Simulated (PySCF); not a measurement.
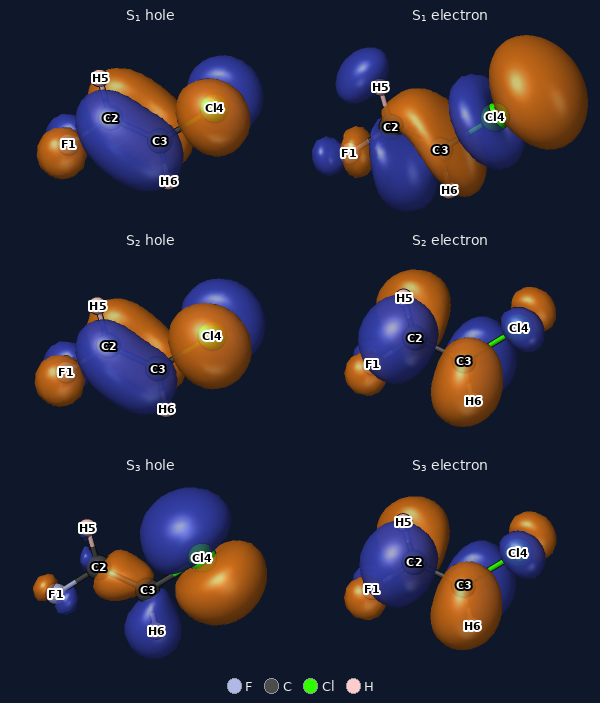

C₂H₂ClF, SMILES `F/C=C/Cl`. Leading natural transition orbitals (full linear response singlet states).

Computed with PySCF, B3LYP/6-311G**, geometry: GFN2-xTB. No frequency check shows the geometry to be a minimum. GFN2-xTB bond lengths at metals and heavier atoms can be off by up to 0.1 Å and shapes distorted, which carries into these values. Without diffuse functions Rydberg states are missing, so the states' numbers hold for this basis only.

Coordinates in Å:

```
F1       2.2729    0.0709    0.0000
C2       1.0122   -0.3789    0.0000
C3      -0.0026    0.4682    0.0000
Cl4     -1.6233   -0.0739    0.0000
H5       0.9506   -1.4564    0.0000
H6       0.1310    1.5387    0.0000
```

### Describe these excited states.

By state:
- S₁: 6.33 eV (196 nm), f = 0.002 (very weak), partly diffuse acceptor orbital, which a basis without diffuse functions describes poorly; the leading pair carries 100 %; hole on Cl4 (30 %), C2 (28 %) and C3 (27 %), electron on Cl4 (48 %), C3 (26 %) and C2 (12 %) (atom shares of so diffuse an orbital are rough); their centroids lie 0.8 Å apart.
- S₂: 6.93 eV (179 nm), f = 0.305 (bright), n → π*; the leading pair carries 97 %; hole on Cl4 (46 %), C2 (21 %) and C3 (19 %), electron on C2 (38 %), C3 (33 %) and Cl4 (10 %); their centroids lie 0.8 Å apart.
- S₃: 7.43 eV (167 nm), f = 0.000 (dark), n → π*; the leading pair carries 99 %; hole on Cl4 (80 %) and C3 (8 %), electron on C2 (38 %), C3 (34 %) and Cl4 (10 %); their centroids lie 1.8 Å apart.

Cost of the run: 2.6 min on 1 thread of Arm Neoverse V1 (shared host), peak memory 0.55 GiB.
